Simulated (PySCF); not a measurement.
# C₅H₁₀O₂: excited states, first hyperpolarisability

Aim: compute the excited states, first hyperpolarisability of C₅H₁₀O₂ (`COCCC(C)=O`).

Programs: PySCF 2.14.0, with routines of our own; each step states its level. All values are computed. Atoms count from 0.

## Step 1: The starting structure

17 atoms, charge 0, multiplicity 1; geometry from: GFN2-xTB.

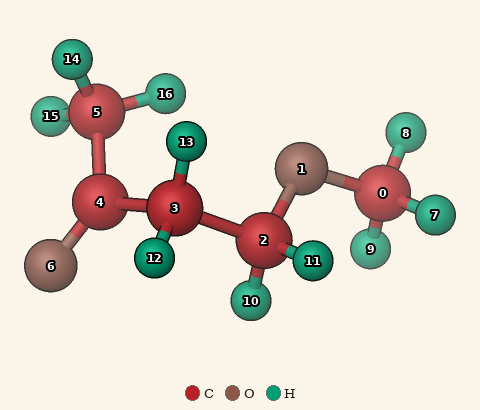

The starting geometry (carbon red, oxygen brown, hydrogen teal).

## Step 2: Geometry optimisation at PBE0-D3(BJ)/def2-SVP

Job settings and geometry (Å):

```
{"job": {"xc": "PBE0", "basis": "def2-SVP", "d3": "d3bj", "grid": 2, "kind": "geom"}, "charge": 0, "multiplicity": 1}
C      1.957516    -1.542583     0.208621
O      0.744624    -0.909537    -0.105288
C      0.884544     0.475796    -0.325516
C     -0.492181     1.081688    -0.615326
C     -1.300407     1.140394     0.669755
C     -2.076219    -0.107193     0.974823
O     -1.279952     2.107670     1.387543
H      2.692727    -1.413486    -0.595064
H      1.734798    -2.600771     0.327651
H      2.382901    -1.150237     1.140480
H      1.329576     0.961215     0.557039
H      1.553304     0.649927    -1.183693
H     -0.349814     2.093181    -0.996142
H     -0.993261     0.465180    -1.359985
H     -2.892051    -0.204424     0.260719
H     -2.482907    -0.068211     1.981776
H     -1.420197    -0.966581     0.855978
```

Launch:

```
> OMP_NUM_THREADS=1 python excited_run.py task.json out
```

This one command runs all jobs of the session in turn.

The program printed:

```text
step   0  E = -346.33787542  max force = 0.013004
step   1  E = -346.33968941  max force = 0.002817
step   2  E = -346.33976699  max force = 0.001029
step   3  E = -346.33981536  max force = 0.001550
step   4  E = -346.33986726  max force = 0.001151
step   5  E = -346.33991369  max force = 0.000783
step   6  E = -346.33993595  max force = 0.000474
step   7  E = -346.33996730  max force = 0.000715
step   8  E = -346.33999102  max force = 0.000846
step   9  E = -346.34000307  max force = 0.000433
optimisation converged
```

Wall time 94 s (1 thread of Intel Xeon 6975P-C, shared host); peak memory 0.72 GiB.

Along the way:

```csv
step,energy from step 0 (eV),largest force component (eV/Å)
0,0.0000,0.6687
1,-0.0494,0.1449
2,-0.0515,0.0529
3,-0.0528,0.0797
4,-0.0542,0.0592
5,-0.0555,0.0403
6,-0.0561,0.0244
7,-0.0569,0.0368
8,-0.0576,0.0435
9,-0.0579,0.0223
```

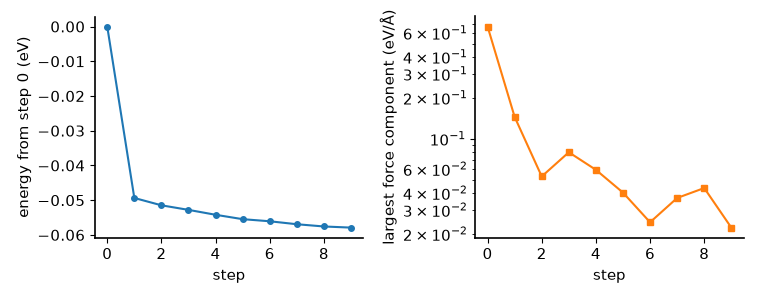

Energy and force, step by step.

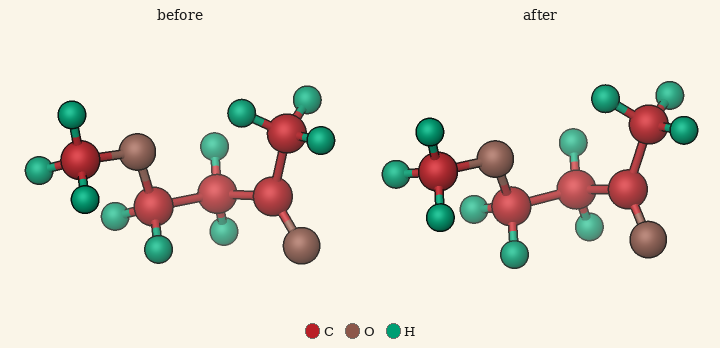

The geometry before (left) and after (right).

Distances of close pairs at the start and the end, largest changes first:

```csv
bond,before (Å),after (Å),change (Å)
C2–C3,1.532,1.517,-0.015
C5–H16,1.088,1.102,+0.014
C5–H14,1.089,1.102,+0.013
C3–H13,1.089,1.101,+0.012
C0–H7,1.097,1.108,+0.011
O1–C2,1.410,1.399,-0.011
C0–H8,1.088,1.099,+0.011
C0–H9,1.097,1.108,+0.011
```

The next job starts from the end point, and lists it.

```
                         at the end point                value
  point group (found at 0.08 Å tolerance)                   C1
rotational constants (GHz, main isotopes)  4.467, 1.551, 1.432
                        dipole moment (D)                 2.67
```

## Step 3: Excited states: TDA CAM-B3LYP/def2-TZVP

Job settings and geometry (Å):

```
{"job": {"kind": "states", "xc": "CAM-B3LYP", "basis": "def2-TZVP", "tda": true, "soc": true, "nstates": 6, "ntriplets": 5, "nquad": 4}, "charge": 0, "multiplicity": 1}
C      2.251373    -1.132335     0.524733
O      0.998190    -0.596299     0.236438
C      1.042112     0.736717    -0.185052
C     -0.379970     1.229537    -0.374911
C     -1.127972     1.167346     0.949081
C     -2.073211     0.015223     1.138876
O     -0.916293     1.991009     1.806773
H      2.917450    -1.126962    -0.360958
H      2.109847    -2.173107     0.847197
H      2.761223    -0.577822     1.336821
H      1.546537     1.371561     0.571543
H      1.613013     0.831444    -1.131769
H     -0.349751     2.280340    -0.699048
H     -0.876779     0.628716    -1.151708
H     -2.868185     0.038997     0.376349
H     -2.513159     0.043347     2.143459
H     -1.507768    -0.918228     0.988289
```

With the program's defaults for keys left out, this is: TDA CAM-B3LYP/def2-TZVP excited states, vertical, gas phase, spin-orbit mean-field couplings.

The program printed:

```text
coarse grid: 13808 points
cycle   1  E = -346.7757014073  dE =  9.854e-01  |g| = 9.917e-01  |ddm| = 2.905e+00
cycle   2  E = -346.5123699283  dE =  2.633e-01  |g| = 1.603e+00  |ddm| = 3.384e+00
cycle   3  E = -346.9589130493  dE = -4.465e-01  |g| = 1.420e-01  |ddm| = 2.645e+00
cycle   4  E = -346.9617866426  dE = -2.874e-03  |g| = 8.504e-02  |ddm| = 1.416e-01
cycle   5  E = -346.9630003011  dE = -1.214e-03  |g| = 1.696e-02  |ddm| = 8.280e-02
cycle   6  E = -346.9630561315  dE = -5.583e-05  |g| = 4.892e-03  |ddm| = 1.525e-02
cycle   7  E = -346.9630617395  dE = -5.608e-06  |g| = 1.084e-03  |ddm| = 1.118e-02
final grid: 132176 points
cycle   8  E = -346.9586113339  dE = -5.479e-05  |g| = 5.241e-03  |ddm| = 4.492e-02
cycle   9  E = -346.9586093835  dE =  1.950e-06  |g| = 6.408e-03  |ddm| = 7.199e-03
cycle  10  E = -346.9586168972  dE = -7.514e-06  |g| = 1.198e-03  |ddm| = 4.553e-03
cycle  11  E = -346.9586171318  dE = -2.346e-07  |g| = 2.760e-04  |ddm| = 1.053e-03
cycle  12  E = -346.9586171446  dE = -1.279e-08  |g| = 1.161e-04  |ddm| = 5.039e-04
cycle  13  E = -346.9586171470  dE = -2.363e-09  |g| = 2.087e-05  |ddm| = 1.165e-04
cycle  14  E = -346.9586171472  dE = -1.783e-10  |g| = 6.822e-06  |ddm| = 5.870e-05
converged SCF energy = -346.9586171472

Singlet excitations
state   eV       nm        f     d(h-e)  d(exc)  Lambda  PR(NTO)  |dmu|/D   mu/D   main configurations
  1   4.5148   274.6   0.00015   0.489   2.047   0.527   1.003    0.995    1.924   H->L 0.94
  2   7.1261   174.0   0.00549   2.410   3.457   0.234   1.009    9.102   11.190   H-1->L 0.94
  3   7.6244   162.6   0.02372   1.308   3.484   0.300   1.046    3.469    1.538   H->L+1 0.73, H->L+2 0.18
  4   7.8223   158.5   0.04595   0.144   2.992   0.355   1.088    0.446    3.005   H-1->L+1 0.77, H-1->L+2 0.10
  5   8.3106   149.2   0.03255   0.788   3.584   0.323   1.775                     H->L+2 0.35, H-2->L 0.26, H->L+3 0.21
  6   8.4448   146.8   0.01108   0.350   3.293   0.389   1.782                     H-2->L 0.43, H->L+2 0.18, H-4->L 0.10

Triplet excitations (Tamm-Dancoff)
state   eV     d(h-e)  d(exc)  Lambda  PR(NTO)   main configurations
  1   3.9241   0.486   2.023   0.526   1.004   H->L 0.93
  2   6.0034   0.475   1.932   0.628   1.009   H-3->L 0.65, H-2->L 0.16
  3   6.9917   1.947   3.314   0.250   1.030   H-1->L 0.84
  4   7.4706   1.029   3.381   0.302   1.208   H->L+1 0.66, H->L+2 0.16
  5   7.5702   0.252   2.966   0.348   1.305   H-1->L+1 0.62, H-1->L+2 0.09
S1 - T1 = 0.5907 eV

Spin-orbit couplings |<S|Hso|T>| (cm-1)
             T1       T2       T3       T4       T5
S0       58.423    0.893    6.963    4.767    6.250
S1        0.164   43.598    6.679    1.890    5.240
S2        4.651    6.263    0.836    1.696    1.269
S3        0.794    0.291    1.696    0.189    2.415
S4        2.660    2.508    1.383    2.897    0.823
S5       13.056    7.607   17.891    1.844    1.707
S6        1.230   12.760   23.116    4.907    6.736
T1 sublevels (cm-1): 0.000 0.002 0.220   radiative rates (1/s): 0.262 0.0676 209
```

Wall time 65 s (1 thread of Intel Xeon 6975P-C, shared host); peak memory 1.2 GiB.

From this job:

```
  quantity    value
S1 less T1  0.59 eV
```

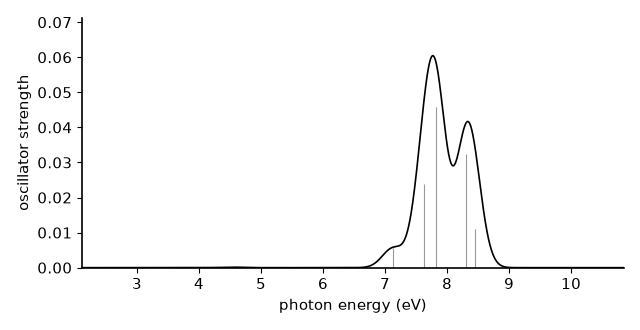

Absorption lines of the singlets. Lines are broadened to a width of 0.40 eV (Gaussian).

Orbitals, density, ELF and potential are computed afterwards from the orbital file.

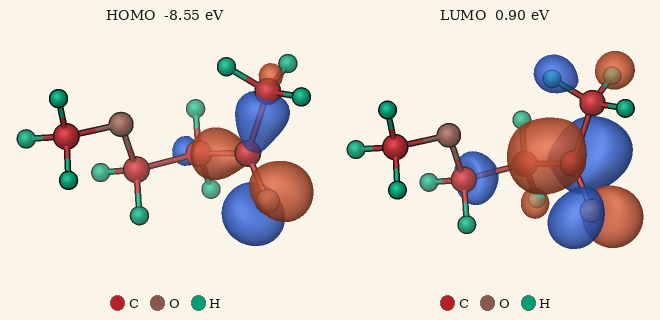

CAM-B3LYP/def2-TZVP orbitals near the gap, drawn at the value that encloses 70 % of each; the two colours are the two signs.

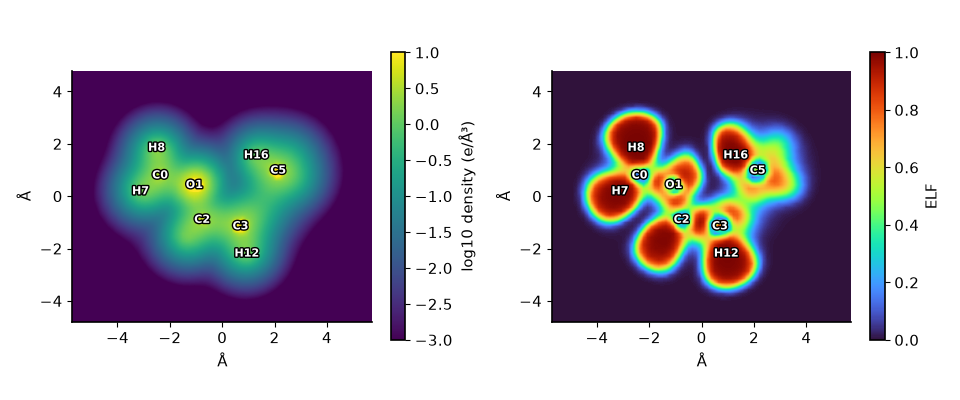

Density (left) and ELF (right) in a plane through or near 9 of the atoms.

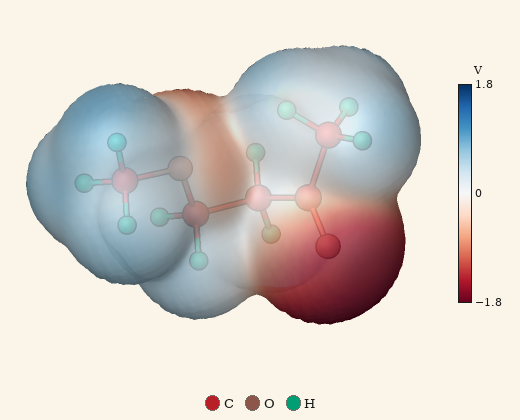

The potential that a unit positive charge feels on the 0.002 e/bohr³ surface, from the 1st to the 99th percentile, from -1.80 V near O6 to 0.90 V near H14.

## Step 4: Excited states: TDDFT CAM-B3LYP/aug-cc-pVDZ

Settings changed since step 3:

```diff
@@ -1,2 +1,2 @@
-{"job": {"kind": "states", "xc": "CAM-B3LYP", "basis": "def2-TZVP", "tda": true, "soc": true, "nstates": 6, "ntriplets": 5, "nquad": 4}, "charge": 0, "multiplicity": 1}
+{"job": {"kind": "states", "xc": "CAM-B3LYP", "basis": "aug-cc-pVDZ", "tpa": true, "nstates": 8, "nquad": 6, "ntriplets": 0}, "charge": 0, "multiplicity": 1}
 C      2.251373    -1.132335     0.524733
```

Method: TDDFT CAM-B3LYP/aug-cc-pVDZ excited states, vertical, gas phase, two-photon moments by quadratic response.

The program printed:

```text
coarse grid: 13808 points
cycle   1  E = -346.6628660083  dE =  1.025e+00  |g| = 9.318e-01  |ddm| = 1.048e+01
cycle   2  E = -346.4154635950  dE =  2.474e-01  |g| = 1.516e+00  |ddm| = 3.224e+00
cycle   3  E = -346.8370917161  dE = -4.216e-01  |g| = 1.297e-01  |ddm| = 2.006e+00
cycle   4  E = -346.8396536893  dE = -2.562e-03  |g| = 7.632e-02  |ddm| = 3.118e-01
cycle   5  E = -346.8407056745  dE = -1.052e-03  |g| = 1.538e-02  |ddm| = 1.133e-01
cycle   6  E = -346.8407556629  dE = -4.999e-05  |g| = 4.444e-03  |ddm| = 3.782e-02
cycle   7  E = -346.8407606615  dE = -4.999e-06  |g| = 9.837e-04  |ddm| = 1.335e-02
final grid: 132176 points
cycle   8  E = -346.8586553782  dE = -2.264e-05  |g| = 4.028e-03  |ddm| = 1.368e-01
cycle   9  E = -346.8586545690  dE =  8.092e-07  |g| = 4.775e-03  |ddm| = 2.343e-02
cycle  10  E = -346.8586591987  dE = -4.630e-06  |g| = 9.768e-04  |ddm| = 8.532e-03
cycle  11  E = -346.8586593747  dE = -1.760e-07  |g| = 1.448e-04  |ddm| = 1.579e-03
cycle  12  E = -346.8586593795  dE = -4.816e-09  |g| = 6.662e-05  |ddm| = 5.966e-04
cycle  13  E = -346.8586593804  dE = -8.868e-10  |g| = 1.557e-05  |ddm| = 1.143e-04
converged SCF energy = -346.8586593804

Singlet excitations
state   eV       nm        f     d(h-e)  d(exc)  Lambda  PR(NTO)  |dmu|/D   mu/D   delta(TPA)   sigma/GM   main configurations
  1   4.4510   278.6   0.00011   0.489   2.096   0.372   1.005    1.025    1.938        0.56      0.004   H->L+4 0.61, H->L+2 0.11, H->L+1 0.11
  2   6.5329   189.8   0.02185   1.226   4.168   0.244   1.042    4.351    4.659       36.70      0.574   H->L 0.53, H->L+2 0.14
  3   6.7527   183.6   0.03044   0.710   3.755   0.226   1.111    2.955    2.113       61.89      1.034   H-1->L 0.74
  4   7.0866   175.0   0.00631   1.256   3.934   0.187   1.164    4.597    6.975       21.18      0.390   H-1->L+1 0.42, H-1->L+4 0.25, H-1->L+2 0.17
  5   7.1159   174.2   0.00158   1.676   4.827   0.237   1.147    6.292    5.398      123.39      2.289   H->L+2 0.40, H->L+1 0.15, H->L+3 0.13
  6   7.2168   171.8   0.00891   0.852   4.756   0.242   1.184    1.859    2.148      187.26      3.573   H->L+1 0.27, H->L+2 0.20, H->L+4 0.15
  7   7.3643   168.4   0.00992   2.323   5.230   0.180   1.097                                            H->L+3 0.48, H->L 0.20, H->L+7 0.11
  8   7.5105   165.1   0.02110   0.481   4.301   0.176   1.097                                            H-1->L+2 0.30, H-1->L+1 0.24, H-1->L+3 0.16
```

Wall time 62 s (1 thread of Intel Xeon 6975P-C, shared host); peak memory 1 GiB.

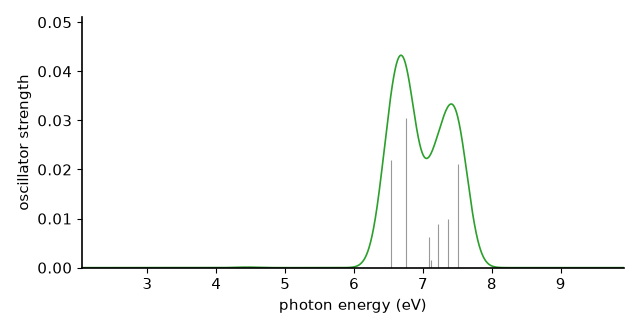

Absorption lines of the singlets. Lines are broadened to a width of 0.40 eV (Gaussian).

## Step 5: First hyperpolarisability: quadratic response CAM-B3LYP/aug-cc-pVDZ

Settings changed since step 4:

```diff
@@ -1,2 +1,2 @@
-{"job": {"kind": "states", "xc": "CAM-B3LYP", "basis": "aug-cc-pVDZ", "tpa": true, "nstates": 8, "nquad": 6, "ntriplets": 0}, "charge": 0, "multiplicity": 1}
+{"job": {"kind": "beta", "xc": "CAM-B3LYP", "basis": "aug-cc-pVDZ"}, "charge": 0, "multiplicity": 1}
 C      2.251373    -1.132335     0.524733
```

Method: quadratic response CAM-B3LYP/aug-cc-pVDZ first hyperpolarisability, Taylor convention, gas phase.

The program printed:

```text
coarse grid: 13808 points
cycle   1  E = -346.6628660083  dE =  1.025e+00  |g| = 9.318e-01  |ddm| = 1.048e+01
cycle   2  E = -346.4154635950  dE =  2.474e-01  |g| = 1.516e+00  |ddm| = 3.224e+00
cycle   3  E = -346.8370917161  dE = -4.216e-01  |g| = 1.297e-01  |ddm| = 2.006e+00
cycle   4  E = -346.8396536893  dE = -2.562e-03  |g| = 7.632e-02  |ddm| = 3.118e-01
cycle   5  E = -346.8407056745  dE = -1.052e-03  |g| = 1.538e-02  |ddm| = 1.133e-01
cycle   6  E = -346.8407556629  dE = -4.999e-05  |g| = 4.444e-03  |ddm| = 3.782e-02
cycle   7  E = -346.8407606615  dE = -4.999e-06  |g| = 9.837e-04  |ddm| = 1.335e-02
final grid: 132176 points
cycle   8  E = -346.8586553782  dE = -2.264e-05  |g| = 4.028e-03  |ddm| = 1.368e-01
cycle   9  E = -346.8586545690  dE =  8.092e-07  |g| = 4.775e-03  |ddm| = 2.343e-02
cycle  10  E = -346.8586591987  dE = -4.630e-06  |g| = 9.768e-04  |ddm| = 8.532e-03
cycle  11  E = -346.8586593747  dE = -1.760e-07  |g| = 1.448e-04  |ddm| = 1.579e-03
cycle  12  E = -346.8586593795  dE = -4.816e-09  |g| = 6.662e-05  |ddm| = 5.966e-04
cycle  13  E = -346.8586593804  dE = -8.868e-10  |g| = 1.557e-05  |ddm| = 1.143e-04
converged SCF energy = -346.8586593804

Lowest singlets (eV, f): 4.4510 0.0001  6.5329 0.0219  6.7527 0.0304

First hyperpolarisability (au)
process     nm      |vector|   parallel      HRS      DR
static         -       80.65      -32.5      32.34   5.615
shg       1907.0       82.76     -33.08      33.24   5.593
eope      1907.0       81.35     -32.69          -       -
shg       1064.0       87.77      -34.4       35.4   5.534
eope      1064.0       82.91     -33.12          -       -
```

Wall time 55 s (1 thread of Intel Xeon 6975P-C, shared host); peak memory 1 GiB.

## Step 6: Excited states: TDA CAM-B3LYP/def2-TZVP in dichloromethane

Settings changed since step 5:

```diff
@@ -1,2 +1,2 @@
-{"job": {"kind": "beta", "xc": "CAM-B3LYP", "basis": "aug-cc-pVDZ"}, "charge": 0, "multiplicity": 1}
+{"job": {"kind": "states", "xc": "CAM-B3LYP", "basis": "def2-TZVP", "tda": true, "soc": true, "nstates": 6, "ntriplets": 5, "nquad": 4, "solvent": "dichloromethane"}, "charge": 0, "multiplicity": 1}
 C      2.251373    -1.132335     0.524733
```

Level: TDA CAM-B3LYP/def2-TZVP excited states, vertical, IEF-PCM dichloromethane (non-equilibrium response), spin-orbit mean-field couplings.

The program printed:

```text
coarse grid: 13808 points
cycle   1  E = -346.7981343608  dE =  9.633e-01  |g| = 9.699e-01  |ddm| = 2.904e+00
cycle   2  E = -346.5973583529  dE =  2.008e-01  |g| = 1.480e+00  |ddm| = 2.516e+00
cycle   3  E = -346.9691792987  dE = -3.718e-01  |g| = 1.139e-01  |ddm| = 1.862e+00
cycle   4  E = -346.9710393805  dE = -1.860e-03  |g| = 6.960e-02  |ddm| = 1.071e-01
cycle   5  E = -346.9718525207  dE = -8.131e-04  |g| = 1.463e-02  |ddm| = 6.068e-02
cycle   6  E = -346.9718925572  dE = -4.004e-05  |g| = 4.351e-03  |ddm| = 1.224e-02
cycle   7  E = -346.9718969028  dE = -4.346e-06  |g| = 9.085e-04  |ddm| = 7.737e-03
final grid: 132176 points
cycle   8  E = -346.9674173485  dE = -5.532e-05  |g| = 5.065e-03  |ddm| = 4.455e-02
cycle   9  E = -346.9674164817  dE =  8.668e-07  |g| = 5.789e-03  |ddm| = 6.806e-03
cycle  10  E = -346.9674226175  dE = -6.136e-06  |g| = 1.050e-03  |ddm| = 3.834e-03
cycle  11  E = -346.9674227933  dE = -1.759e-07  |g| = 2.717e-04  |ddm| = 8.588e-04
cycle  12  E = -346.9674228066  dE = -1.321e-08  |g| = 9.813e-05  |ddm| = 4.662e-04
cycle  13  E = -346.9674228083  dE = -1.733e-09  |g| = 2.141e-05  |ddm| = 9.834e-05
cycle  14  E = -346.9674228085  dE = -1.836e-10  |g| = 6.442e-06  |ddm| = 5.884e-05
converged SCF energy = -346.9674228085

Singlet excitations
state   eV       nm        f     d(h-e)  d(exc)  Lambda  PR(NTO)  |dmu|/D   mu/D   main configurations
  1   4.6273   267.9   0.00023   0.458   2.050   0.522   1.003    1.065    2.594   H->L 0.91
  2   6.8899   180.0   0.00426   2.622   3.494   0.292   1.005   10.747   13.328   H-1->L 0.90
  3   7.7758   159.4   0.03351   0.061   3.030   0.365   1.126    0.443    3.613   H-1->L+1 0.49, H->L+1 0.30, H-1->L+2 0.12
  4   7.9246   156.5   0.05285   0.888   3.293   0.355   1.212    2.375    1.448   H->L+1 0.53, H-1->L+1 0.25, H->L+2 0.13
  5   8.1751   151.7   0.04799   1.417   2.951   0.345   1.057                     H-2->L 0.73, H-4->L 0.13, H-5->L 0.09
  6   8.6344   143.6   0.07557   0.203   2.980   0.466   1.968                     H-3->L 0.30, H->L+2 0.17, H-5->L 0.16

Triplet excitations (Tamm-Dancoff)
state   eV     d(h-e)  d(exc)  Lambda  PR(NTO)   main configurations
  1   4.0623   0.453   2.029   0.521   1.004   H->L 0.90
  2   6.1699   0.476   1.963   0.623   1.010   H-3->L 0.67, H-2->L 0.08
  3   6.7964   2.402   3.413   0.301   1.012   H-1->L 0.85
  4   7.5350   0.216   2.889   0.367   1.088   H-1->L+1 0.52, H->L+1 0.18, H-1->L+2 0.12
  5   7.7529   0.855   3.227   0.356   1.140   H->L+1 0.60, H-1->L+1 0.14, H->L+2 0.12
S1 - T1 = 0.5651 eV

Spin-orbit couplings |<S|Hso|T>| (cm-1)
             T1       T2       T3       T4       T5
S0       56.703    1.183    6.503    3.065    4.062
S1        0.170   42.377    7.013    2.828    1.800
S2        4.662    7.255    0.668    0.863    3.271
S3        1.808    1.467    0.534    0.561    3.762
S4        0.866    1.649    2.493    3.091    0.637
S5        7.303   14.424   30.780    3.734    0.596
S6       21.590   10.117   12.043    2.691    1.345
T1 sublevels (cm-1): 0.000 0.001 0.193   radiative rates (1/s): 0.274 0.218 250
```

Wall time 59 s (1 thread of Intel Xeon 6975P-C, shared host); peak memory 1.2 GiB.

Key values:

| quantity | value |
| --- | --- |
| S1 less T1 | 0.57 eV |

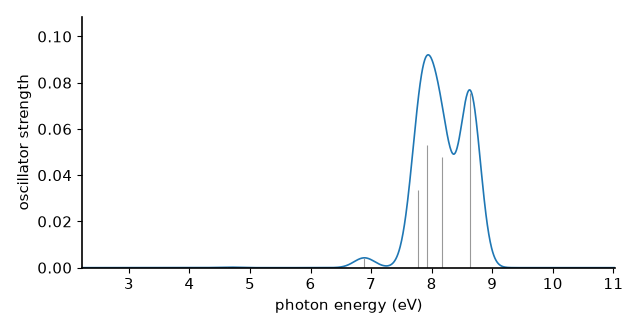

Absorption lines of the singlets. Lines are broadened to a width of 0.40 eV (Gaussian).

## Step 7: Results

| quantity | value |
| --- | --- |
| point group | C1 |
| rotational constants (main isotopes) | 4.47, 1.55, 1.43 GHz |
| S1 less T1 (step 3, TDA CAM-B3LYP/def2-TZVP) | 0.59 eV |
| surface potential, 1st and 99th percentile | -1.80 V and 0.90 V |
| β vector (step 5, quadratic response CAM-B3LYP/aug-cc-pVDZ) | static 81, SHG 1907.0 nm 83, SHG 1064.0 nm 88 au |
| S1 less T1 (step 6, TDA CAM-B3LYP/def2-TZVP in dichloromethane) | 0.57 eV |

**Reading.** The optimisation took 9 steps and gained 0.058 eV; among the close pairs (by a distance rule), C2–C3 changed most, from 1.532 to 1.517 Å. In step 3, the number of triplets below S1 is 1, and the largest singlet-triplet spin-orbit coupling is S0–T1, 58.42 cm⁻¹. β grows from 81 au (static) to 88 au for doubling at 1064.0 nm: normal dispersion, which grows as twice the photon energy moves toward the bright states. In step 6, the number of triplets below S1 is 1, and the largest singlet-triplet spin-orbit coupling is S0–T1, 56.70 cm⁻¹.
